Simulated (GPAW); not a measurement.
**A GW chain in GPAW: SnO (Romarchite)**

How does a plane-wave GW calculation on SnO (Romarchite) run from the first input to the gap?

Method: LDA and many-body steps on it, plane waves, in GPAW 26.7.0.

## Step 1: The structure

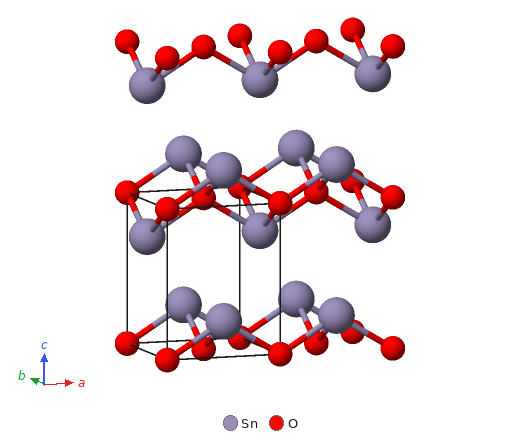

Start, viewed slightly off an axis; tin purple, oxygen red. 2×1×2 cells are drawn. Some periodic images of atoms are drawn too.

Coordinates:

```
Sn O
1.0
     3.79860    0.00000    0.00000
     0.00000    3.79860    0.00000
     0.00000    0.00000    4.84080
Sn O
2 2
Direct
  0.50000 0.00000 0.23690
  0.00000 0.50000 0.76310
  0.00000 0.00000 0.00000
  0.50000 0.50000 0.00000
```

The cell and positions come from the Crystallography Open Database and are kept as given unless a step says otherwise.

## Step 2: Ground state

This step: GPAW 26.7.0; DFT, LDA, plane waves, PAW.

The ground-state density comes first.

The input, run.py:

```python
import json
import numpy as np
from gpaw.mpi import world
from ase import Atoms
from gpaw import GPAW, PW, FermiDirac

atoms = Atoms(['Sn', 'Sn', 'O', 'O'],
    cell=[[3.7986000000, 0.0000000000, 0.0000000000],
      [0.0000000000, 3.7986000000, 0.0000000000],
      [0.0000000000, 0.0000000000, 4.8408000000]],
    scaled_positions=[[0.5000000000, 0.0000000000, 0.2369000000],
      [0.0000000000, 0.5000000000, 0.7631000000],
      [0.0000000000, 0.0000000000, 0.0000000000],
      [0.5000000000, 0.5000000000, 0.0000000000]],
    pbc=(True, True, True))
calc = GPAW(mode=PW(600),
    xc='LDA',
    kpts={'size': (6, 6, 6), 'gamma': True},
    occupations=FermiDirac(0.001),
    nbands=-8,
    convergence={'density': 1e-6, 'bands': -3},
    maxiter=100,
    txt='gs.txt')
atoms.calc = calc
res = {'energy': atoms.get_potential_energy()}
kpts = calc.get_ibz_k_points()
res['kpts'] = kpts
res['eigenvalues'] = [calc.get_eigenvalues(kpt=k) for k in range(len(kpts))]
res['n_electrons'] = calc.get_number_of_electrons()
calc.write('gs.gpw')

if world.rank == 0:
    with open('result.json', 'w') as f:
        json.dump(res, f, default=lambda x: x.tolist())
```

Run with:

```sh
$ mpirun -n 8 gpaw python run.py
```

Numbers of over 12 decimals in the logs are rounded to 6 here.

The log of the run:

```text
__  _  _
 | _ |_)|_||  |
 |__||  | ||/\| - 26.7.0

Input parameters:
  mode=PW(ecut=600.0),
  convergence={'density': 1e-06, 'bands': -3},
  kpts=MonkhorstPack(size=(6, 6, 6), gamma=True),
  maxiter=100,
  nbands=-8,
  occupations=Occupations(name='fermi-dirac', width=0.001, fixmagmom=False),
  xc=XC(name='LDA')
  [... matrices ...]
Diagonalizing LCAO Hamiltonian
Converting LCAO to pw mode
   .--------.
  /|        |
 *Sn        |
 | |        |
 | |        |
 | |        |
 | .--------.
 |/  Sn    /
 O--------*

Atoms  # Å, Bohr magnetons
|   | symbol |        x |        y |        z |    initial magnetic moments |
| 0 |     Sn | 1.899300 | 0.000000 | 1.146786 | ( 0.0000,  0.0000,  0.0000) |
| 1 |     Sn | 0.000000 | 1.899300 | 3.694014 | ( 0.0000,  0.0000,  0.0000) |
| 2 |      O | 0.000000 | 0.000000 | 0.000000 | ( 0.0000,  0.0000,  0.0000) |
| 3 |      O | 1.899300 | 1.899300 | 0.000000 | ( 0.0000,  0.0000,  0.0000) |

Unit cell  # Å
| periodic |        x |        y |        z |  lengths |    angles |
|      yes | 3.798600 | 0.000000 | 0.000000 | 3.798600 | 90.000000 |
|      yes | 0.000000 | 3.798600 | 0.000000 | 3.798600 | 90.000000 |
|      yes | 0.000000 | 0.000000 | 4.840800 | 4.840800 | 90.000000 |

Number of symmetries: 8
Symmetry operations  # r_c * U_cc + t_c -> r_c
|   | kind |            matrix            |
| 0 |  E   |  1, 0, 0,  0, 1, 0,  0, 0, 1 |
| 1 |  σ   |  1, 0, 0,  0,-1, 0,  0, 0, 1 |
| 2 |  C2  |  0, 1, 0,  1, 0, 0,  0, 0,-1 |
| 3 |  S4  |  0, 1, 0, -1, 0, 0,  0, 0,-1 |
| 4 |  S4  |  0,-1, 0,  1, 0, 0,  0, 0,-1 |
| 5 |  C2  |  0,-1, 0, -1, 0, 0,  0, 0,-1 |
| 6 |  σ   | -1, 0, 0,  0, 1, 0,  0, 0, 1 |
| 7 |  C2  | -1, 0, 0,  0,-1, 0,  0, 0, 1 |

BZ-sampling:
  Number of BZ points: 216
  Number of IBZ points: 40

  Monkhorst-Pack size: [6, 6, 6]
  Monkhorst-Pack shift: [0.083333, 0.083333, 0.083333]

K-points  # in reciprocal-cell coordinates
|     |                                coordinates |     weight |
|   0 | (  0.00000000,   0.00000000,   0.00000000) | 0.00462963 |
|   1 | (  0.00000000,   0.00000000,   0.16666667) | 0.00925926 |
|   2 | (  0.00000000,   0.00000000,   0.33333333) | 0.00925926 |
|   3 | (  0.00000000,   0.00000000,   0.50000000) | 0.00462963 |
|   4 | (  0.16666667,   0.00000000,   0.00000000) | 0.01851852 |
|   5 | (  0.16666667,   0.00000000,   0.16666667) | 0.03703704 |
|   6 | (  0.16666667,   0.00000000,   0.33333333) | 0.03703704 |
|   7 | (  0.16666667,   0.00000000,   0.50000000) | 0.01851852 |
|   8 | (  0.16666667,   0.16666667,   0.00000000) | 0.01851852 |
|   9 | (  0.16666667,   0.16666667,   0.16666667) | 0.03703704 |
| ... |                                            |            |
|  39 | (  0.50000000,   0.50000000,   0.50000000) | 0.00462963 |

Plane wave coefficients: 2354
Cutoff: 600.0 eV

Spin-components: 1 (collinear spins)
Bands:           28
Projectors:      22
Spin-degeneracy: 2
Datatype:        complex128

  Storage: CPU
  Wave functions: 42_058_240 bytes (5_257_280 per core)
  Projectors: 36_049_920 bytes (4_506_240 per core)
  [... matrices ...]
Parallelization:
  kpt:    8
  domain: 1
  band:   1

Density:
  Valence electrons: 40.0
  Components: 1
  Grid points: [24 24 28]
  Charge: 0.0  # |e|

Potential:
  Grid points: [24 24 28]

species:
  Sn:
    name:    Tin
    Z:       50.0
    valence: 14
    core:    36
    charge:  0.0  # [|e|]
    compensation charges:
      type: gauss
      rc: 0.38  # [Å]
      lmax: 2
    cutoffs:
      filter: 2.23  # [Å]
      core: 2.35  # [Å]
    projectors
    | kind |    occ | energy [eV] | rcut [Å] |
    |   5s |  2.000 |     -10.799 |    1.201 |
    |   5p |  2.000 |      -3.869 |    1.270 |
    |   4d | 10.000 |     -25.910 |    1.185 |
    |    s |        |      16.413 |    1.201 |
    |    p |        |      23.342 |    1.270 |
    |    d |        |       1.302 |    1.185 |

    Using partial waves for Sn as LCAO basis

  O:
    name:    Oxygen
    Z:       8.0
    valence: 6
    core:    2
    charge:  0.0  # [|e|]
    compensation charges:
      type: gauss
      rc: 0.21  # [Å]
      lmax: 2
    cutoffs:
      filter: 1.17  # [Å]
      core: 0.83  # [Å]
    projectors
    | kind |    occ | energy [eV] | rcut [Å] |
    |   2s |  2.000 |     -23.752 |    0.688 |
    |   2p |  4.000 |      -9.195 |    0.598 |
    |    s |        |       3.459 |    0.688 |
    |    p |        |      18.016 |    0.598 |
    |    d |        |       0.000 |    0.619 |

    Using partial waves for O as LCAO basis

Reference energy: -339786.989759  # eV

eigensolver:
  PPCG
  Converge bands: -3
  niter=2

density mixing:
  MSR1-Mixer
  Pratt-step length: 0.05
  Maximum mixing coefficient: 0.75
  Old densities: 10
  SVD Regularization: 0.005
  Good broyden scale: 1.0
  Trust region scale: 1.0
  Backstep threshold: 4.0
  History deletion threshold: 6.0
  Fourier metric: weight=20.0, sigma=0.015

occupation numbers:
  Fermi-Dirac:
    width: 0.0010  # eV

poisson solver:
  ecut: 4800.0  # eV

xc functional:
  name: None

Initialization done in: 2.522 s

convergence criteria:
- Maximum integral of absolute [dens]ity change: 1e-06 electrons / valence electron
- Maximum [total energy] change in last 3 cyles: 0.0005 eV / valence electron
- Maximum integral of absolute [eigenst]ate change: 4e-08 eV^2 / valence electron
maximum number of iterations: 100

SCF iterations
|iter     |     time |      energy | eigst |  dens |
|iter:   1|  |  -29.751480 | +0.63 |       |
|iter:   2|  |  -28.750699 | -0.85 | -1.02 |
|iter:   3|  |  -26.604425 | -0.59 | -1.08 |
|iter:   4|  |  -26.560522 | -2.34 | -1.57 |
|iter:   5|  |  -26.544445 | -3.00 | -1.82 |
|iter:   6|  |  -26.544294c| -4.18 | -2.65 |
|iter:   7|  |  -26.544313c| -5.41 | -3.27 |
|iter:   8|  |  -26.544315c| -5.68 | -3.83 |
|iter:   9|  |  -26.544312c| -6.27 | -4.06 |
|iter:  10|  |  -26.544312c| -8.27c| -4.91 |
|iter:  11|  |  -26.544312c| -8.58c| -5.36 |
|iter:  12|  |  -26.544312c| -8.98c| -6.06c|

Converged in 12 steps
SCF loop duration: 7.411 s (0.618 s/step)
Energy contributions relative to reference atoms: (reference = -339786.989759)
  [... matrices ...]
Energy contributions:
  Kinetic:          29.511282
  Coulomb:         -28.422985
  Zero:              0.004823
  External:          0.000000
  Xc:              -27.637433
  Entropy:          -0.000000
  Spinorbit:         0.000000
  ----------------------------
  Free energy:     -26.544312
  Extrapolated:    -26.544312

dipole moment: (-23.520299, -23.520299, -27.155199)  # |e|*Ang

Fermi level: 6.445
Eigenvalues  # (at kpt = [0.000, 0.000, 0.000])
| band index |      eig [eV] | occ [0-2] |
|          0 |       -15.389 |     2.000 |
|        ... |               |           |
|         12 |        -1.325 |     2.000 |
|         13 |        -0.187 |     2.000 |
|         14 |         0.093 |     2.000 |
|         15 |         0.093 |     2.000 |
|         16 |         2.962 |     2.000 |
|         17 |         3.244 |     2.000 |
|         18 |         3.244 |     2.000 |
|         19 |         6.426 |     2.000 |
|         20 |         8.505 |     0.000 |
|         21 |        10.643 |     0.000 |
|         22 |        11.185 |     0.000 |
|         23 |        11.185 |     0.000 |
|         24 |        12.051 |     0.000 |
|         25 |        12.051 |     0.000 |
|         26 |        13.253 |     0.000 |
|         27 |        13.679 |     0.000 |

Gap: 0.147 eV
Transition (v -> c):
  (s=0, k=0, n=19, [0.00, 0.00, 0.00]) -> (s=0, k=36, n=20, [0.50, 0.50, 0.00])
Direct/indirect transitions are different
Direct gap: 1.965 eV
Transition at: (s=0, k=1, n=19, [0.00, 0.00, 0.17])
# Writing to gs.gpw (mode='')
  [... matrices ...]
```

It took 12 s on 8 MPI ranks of Intel Xeon Platinum 8259CL at 2.50GHz (Skylake/Cascade Lake), shared host; peak memory 1.5 GiB.

This step gave:

| Item | Value |
| --- | --- |
| total energy | -26.54 eV |
| gap | 0.1472 eV |
| k of the valence top | 0, 0, 0 |
| k of the conduction bottom | 0.5, 0.5, 0 |
| least direct gap | 1.965 eV |

The gap is indirect, with the least direct gap 1.82 eV higher.

## Step 3: Empty states on the mesh, 4×4×4 mesh, 636 bands

The sums over transitions need many empty states on a uniform mesh; this step solves for them.

The input, run.py:

```python
import json
import numpy as np
from gpaw.mpi import world
from gpaw import GPAW

calc = GPAW('gs.gpw').fixed_density(kpts={'size': (4, 4, 4), 'gamma': True},
    parallel={'domain': 1, 'band': 1},
    txt='nscf.txt')
calc.diagonalize_full_hamiltonian(nbands=636)
calc.write('full.gpw', mode='all')
res = {}
kpts = calc.get_ibz_k_points()
res['kpts'] = kpts
res['eigenvalues'] = [calc.get_eigenvalues(kpt=k) for k in range(len(kpts))]
res['n_electrons'] = calc.get_number_of_electrons()

if world.rank == 0:
    with open('result.json', 'w') as f:
        json.dump(res, f, default=lambda x: x.tolist())
```

Run with:

```sh
$ mpirun -n 8 gpaw python run.py
```

The log of the run:

```text
Diagonalizing LCAO Hamiltonian
Converting LCAO to pw mode
convergence criteria:
- Maximum integral of absolute [eigenst]ate change: 4e-08 eV^2 / valence electron
maximum number of iterations: 100

SCF iterations
|iter     |     time |      energy | eigst |  dens |
|iter:   1|  |             | +0.87 |       |
|iter:   2|  |             | -0.75 |       |
|iter:   3|  |             | -2.10 |       |
|iter:   4|  |             | -3.45 |       |
|iter:   5|  |             | -4.57 |       |
|iter:   6|  |             | -5.79 |       |
|iter:   7|  |             | -6.93 |       |
|iter:   8|  |             | -7.65c|       |
SCF steps: 8
  __  _  _
 | _ |_)|_||  |
 |__||  | ||/\| - 26.7.0

Input parameters:
  mode=PW(ecut=600.0),
  convergence={'density': 1e-06, 'bands': -3},
  gpts=array([24, 24, 28]),
  kpts=MonkhorstPack(size=(4, 4, 4), gamma=True),
  maxiter=100,
  nbands=28,
  occupations=Occupations(name='fermi-dirac', width=0.001, fixmagmom=False),
  parallel={'domain': 1, 'band': 1},
  xc=XC(name='LDA')
Matrix size: 2347x2347
# Writing to full.gpw (mode='all')
  [... matrices ...]

timing:  # [seconds]
  Total: 39.224  # ━━━━━━━━━━━━━━━━━━━━━━━━━━━━━━━━━━━━━━━━━━━━━━━━━━━━━━━━━━
```

It took 48 s on 8 MPI ranks; peak memory 5.1 GiB; 6.4 min of CPU time.

This step gave:

```
gap                                                           : 0.1472 eV
k of the valence top                                          : 0, 0, 0
k of the conduction bottom                                    : 0.5, 0.5, 0
least direct gap                                              : 1.990 eV
k points computed                                             : 18
lowest point of the top converged band, above the valence top : 233.1824 eV
```

On this mesh the gap is 0.147 eV.

## Step 4: Screening and self-energy, 4×4×4 mesh, 291 bands, screening to 150 eV

G0W0 replaces the xc potential by the self-energy, built once from these orbitals. Only a window of levels is corrected, while the sums run over the empty bands that the input names.

This step: G0W0 on LDA, plane waves, PAW.

The input, run.py:

```python
import json
import numpy as np
from gpaw.mpi import world
from gpaw.response.g0w0 import G0W0

gw = G0W0('full.gpw',
    filename='gw',
    kpts=[0, 15],
    bands=(18, 22),
    ecut=150,
    nbands=291,
    integrate_gamma='WS',
    ppa=True)
gw.calculate()
res = {mode: {k: v for k, v in r.items() if k != 'sigma_eskwn'}
       for mode, r in gw.all_results.items()}

if world.rank == 0:
    with open('result.json', 'w') as f:
        json.dump(res, f, default=lambda x: x.tolist())
```

Run with:

```sh
$ mpirun -n 8 gpaw python run.py
```

The log of the run:

```text
Using integrator: PointIntegrator
FrequencyGridDescriptor(from 0.000+0.000j to 0.000+27.211j eV, 2 points)
Nonperiodic BCs:  [False False False]
Using integrator: PointIntegrator
FrequencyGridDescriptor(from 0.000+0.000j to 0.000+27.211j eV, 2 points)
Nonperiodic BCs:  [False False False]
  ___  _ _ _
 |   || | | |
 | | || | | |
 |__ ||_____|
 |___|

BZ k-points: Symmetries present (total): 8

  [... matrices ...]
64 k-points: 4 x 4 x 4 Monkhorst-Pack grid + [1/8,1/8,1/8]
18 k-points in the irreducible part of the Brillouin zone
       k-points in crystal coordinates                weights
   0:     0.00000000    0.00000000    0.00000000          1/64
   1:     0.00000000    0.00000000    0.25000000          2/64
   2:     0.00000000    0.00000000    0.50000000          1/64
   3:     0.25000000    0.00000000    0.00000000          4/64
   4:     0.25000000    0.00000000    0.25000000          8/64
   5:     0.25000000    0.00000000    0.50000000          4/64
   6:     0.25000000    0.25000000    0.00000000          4/64
   7:     0.25000000    0.25000000    0.25000000          8/64
   8:     0.25000000    0.25000000    0.50000000          4/64
   9:     0.50000000    0.00000000    0.00000000          2/64
          ...
  17:     0.50000000    0.50000000    0.50000000          1/64

Distributing spins, k-points and bands (1 x 2 x 4) over 8 processes
Number of blocks: 1

Quasi particle states:
k-points (IBZ indices): [0, 15]
Band range: (18, 22)
  [... matrices ...]
Computational parameters:
Plane wave cut-off: 150 eV
Number of bands: 291
Coulomb cutoff: None
Broadening: 0.1 eV

fxc modes: GW
Kernel: RPA
Using Godby-Needs plasmon-pole approximation:
  Fitting energy: i*E0, E0 = 1.000 Hartree
Summing all q:

Calculating screened Coulomb potential
No Coulomb truncation
FrequencyGridDescriptor(from 0.000+0.000j to 0.000+27.211j eV, 2 points)
Removing empty qpoint cache files...

Calculating chi0 body with:
    Ground state adapter containing:
    Number of spins: 1
    Number of kpoints: 64
    Number of irreducible kpoints: 18
    Number of completely occupied states: 20
    Number of partially occupied states: 20
    Occupied states memory: 4.921875 M / cpu

    Linear response parametrization:
    q_c: [0.0, 0.0, 0.0]
    Number of frequency points: 2
    Planewave cutoff: 150.0
    Number of bands: 291
    Number of planewaves: 285
    Broadening (eta): 1e-06
    comm.size: 8
    kncomm.size: 8
    blockcomm.size: 1

    Memory estimate of potentially large arrays:
        chi0_wGG: 2.478790 M / cpu
Integrating chi0 body.

Symmetries of q_c:
    Direct symmetries (Uq -> q): 8
    Indirect symmetries (TUq -> q): 8
In total 16 allowed symmetries.

  [... matrices ...]
18 groups of equivalent kpoints. 71.875% reduction.

Integral kind: response function
Integrating chi0 head and wings.

Symmetries of q_c:
    Direct symmetries (Uq -> q): 8
    Indirect symmetries (TUq -> q): 8
In total 16 allowed symmetries.

  [... matrices ...]
18 groups of equivalent kpoints. 71.875% reduction.

Integral kind: response function wings

Calculating chi0 body with:
    Ground state adapter containing:
    Number of spins: 1
    Number of kpoints: 64
    Number of irreducible kpoints: 18
    Number of completely occupied states: 20
    Number of partially occupied states: 20
    Occupied states memory: 4.921875 M / cpu

    Linear response parametrization:
[... the further q-points ...]

Results:
f:      Occupation numbers
eps:     KS-eigenvalues [eV]
vxc:     KS vxc [eV]
exx:     Exact exchange [eV]
sigma:   Self-energies [eV]
dsigma:  Self-energy derivatives
Z:       Renormalization factors
qp:      QP-energies [eV]

k-point 0 (0): (0.000, 0.000, 0.000)                GW
band       f     eps     vxc     exx   sigma  dsigma       Z      qp
                                                                   GW
  18   1.000   3.244 -20.965 -25.856   4.705  -0.365   0.733   3.108
  19   1.000   6.426 -18.344 -18.796   0.731  -0.272   0.786   6.645
  20   0.000   8.505 -15.388 -10.511  -3.886  -0.235   0.810   9.307
  21   0.000  10.643 -13.523  -8.378  -4.301  -0.237   0.809  11.325

k-point 1 (15): (0.500, 0.500, 0.000)                GW
band       f     eps     vxc     exx   sigma  dsigma       Z      qp
                                                                   GW
  18   1.000   4.583 -15.619 -17.511   1.506  -0.268   0.788   4.279
  19   1.000   4.583 -15.619 -17.511   1.506  -0.268   0.788   4.279
  20   0.000   6.573 -11.698  -8.008  -3.258  -0.226   0.815   6.925
  21   0.000   6.573 -11.698  -8.008  -3.258  -0.226   0.815   6.925
```

Elapsed: 5 min, on 8 MPI ranks; peak memory 3.4 GiB.

Numbers from this step:

- G0W0 gap on the points computed: 0.2796 eV
- least direct G0W0 gap on the computed points: 2.646 eV
- Z at the valence top: 0.7860
- Z at the conduction bottom: 0.8154
- starting gap on the mesh: 0.1472 eV
- k of the valence top: 0, 0, 0
- k of the conduction bottom: 0.5, 0.5, 0

The gap on the mesh goes from 0.15 eV to 0.28 eV, a correction of +0.13 eV.

Limits: finite bands, cutoff and mesh; no spin-orbit coupling; coarse k mesh. v1 is the top filled band, c1 the lowest empty one. Levels before and after the correction, in eV, zero at the valence-band top of each column:

|  | conduction bottom | valence top |
| --- | --- | --- |
| Kohn-Sham | 0.15 | 0.00 |
| G0W0 | 0.28 | 0.00 |

|  | level | energy (eV) |
| --- | --- | --- |
| Kohn-Sham | Γ v2 | -3.182 |
| Kohn-Sham | Γ v1 | 0.000 |
| Kohn-Sham | Γ c1 | 2.079 |
| Kohn-Sham | Γ c2 | 4.217 |
| Kohn-Sham | (0.5 0.5 0) v2-v1 | -1.843 |
| Kohn-Sham | (0.5 0.5 0) c1-c2 | 0.147 |
| G0W0 | Γ v2 | -3.538 |
| G0W0 | Γ v1 | 0.000 |
| G0W0 | Γ c1 | 2.662 |
| G0W0 | Γ c2 | 4.680 |
| G0W0 | (0.5 0.5 0) v2-v1 | -2.366 |
| G0W0 | (0.5 0.5 0) c1-c2 | 0.280 |

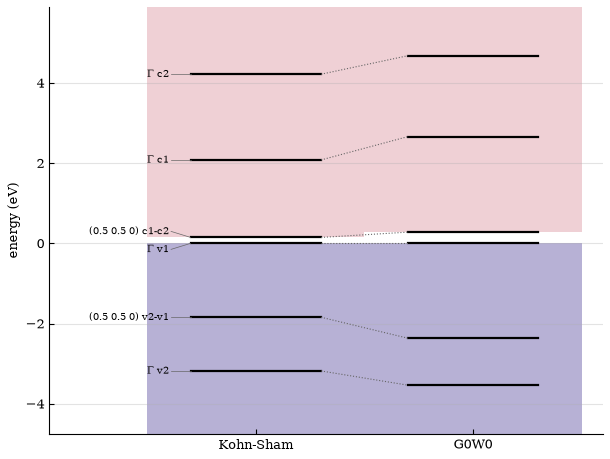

Levels before and after the correction. Shaded: valence and conduction bands.

## Step 5: Where the time went

Times are wall times on 8 MPI ranks of Intel Xeon Platinum 8259CL at 2.50GHz (Skylake/Cascade Lake), shared host, good to a factor of about two.

| step | time | share | memory (GiB) |
| --- | --- | --- | --- |
| ground state | 12 s | 3 % | 1.5 |
| empty states on the mesh | 48 s | 13 % | 5.1 |
| screening and self-energy | 5 min | 83 % | 3.4 |

## Step 6: Outcome

```yaml
lda_gap: 0.15 eV, indirect
g0w0_gap_on_the_mesh: 0.28 eV
gw_settings: 4×4×4 mesh, 291 bands, screening to 150 eV, Godby-Needs plasmon pole
known_limits: not at the basis limit; no spin-orbit coupling; coarse k mesh
```

**Reading.** G0W0 moves the gap on the mesh from 0.15 eV to 0.28 eV (+0.13 eV), with Z of 0.79 and 0.82 at the edges. Only 2 of the mesh's irreducible points were corrected, so a valley elsewhere could overtake. The dearest step here is «screening and self-energy». Bands and cutoff are finite, so the gap is not at the basis limit. The miss can reach some tenths of an eV and take either sign; the mesh is an error of its own. These stock PAW sets were not made for GW. In the G0W0 run levels were corrected at 2 k points alone, so a gap called «on the mesh» is the least over those, and an edge elsewhere would be missed. The 4×4×4 mesh is coarse for this cell, which bears on the long-range parts of exchange and screening. The many-body steps are scalar-relativistic: spin-orbit coupling is not in them.

[Paths, hosts, dates, memory and timing lines, banners, echoed tables and standing remarks are left out of the program output.]

[Logs are printed without paths, hosts, clocks, repeated set-up lines and the standing remarks that a program may print on its own settings, such as how far it seeks lower states.]

[Runs of the session that timed out or met a known fault of the program may be left out.]

[Hosts, paths, dates, database ids (printed as entryN), source tags and the programs' standing remarks are cut or masked in the printed files.]
